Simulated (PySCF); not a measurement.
# BO (charge −1): what the fields show

```xyz
2

B     0.0000    0.0000   -0.7339
O     0.0000    0.0000    0.5051
```

These are results of PBE0/aug-pcseg-1, non-relativistic, at a bond length of 1.239 Å (PySCF 2.14.0), not measurements.

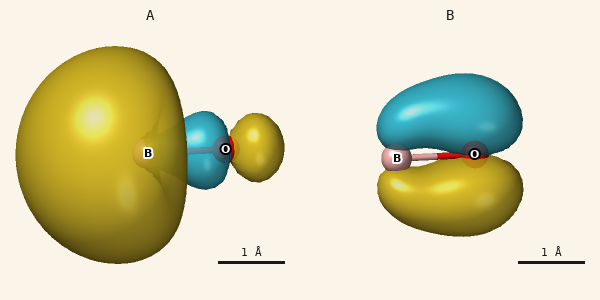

Figure 1. Two frontier orbitals, each drawn at the value that holds 80 % of its norm (yellow and cyan are the two phases), in no order; of a degenerate pair one member is drawn.

Label each orbital by symmetry, say whether it is occupied, and order them by energy.

Orbital B: π, occupied, −3.31 eV; mainly on O (75 %).
Orbital A: σ, occupied, −0.34 eV; mainly on B (90 %).

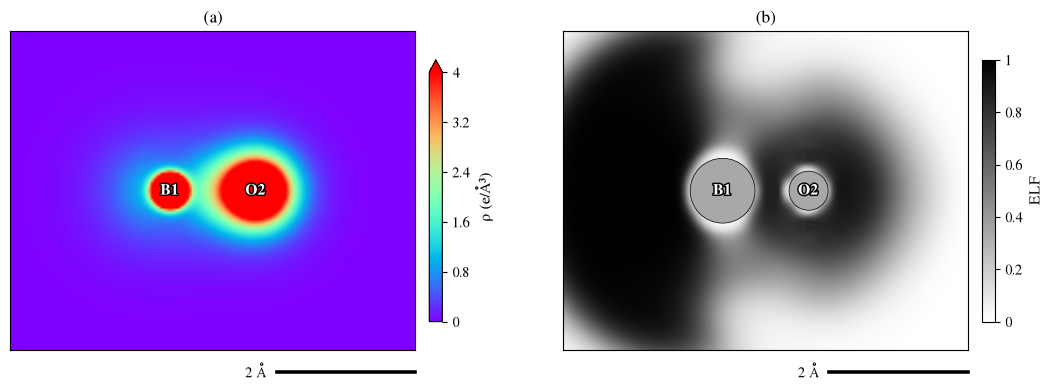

Figure 2. (a) electron density; (b) electron localisation function on a plane that holds the molecular axis. Grey discs cover the atomic cores in the ELF map.

Describe what can be read from this map.

- Atoms in the plane: B and O.
- B–O (1.24 Å): ρ is about 2.8 e/Å³ halfway; the ELF peaks at about 0.85 between the atoms (a polar covalent bond).
- The ELF also peaks beside O2 and B1, away from the bonds: lone-pair regions.

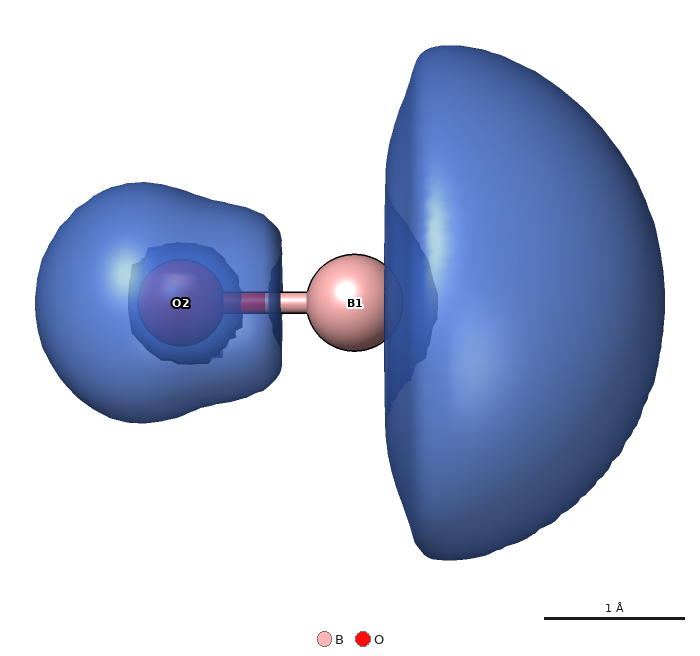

Figure 3. Isosurface of the electron localisation function at 0.75 (blue), seen from one side. Only the valence region is drawn (cores and ρ < 0.01 e/Å³ removed).

Identify the bonds, lone pairs and shells in this picture.

At this value the surface marks out one region on O in which the atom's valence shell and bonds are merged and one lobe on B, pointing away from the bonds (lone pairs).
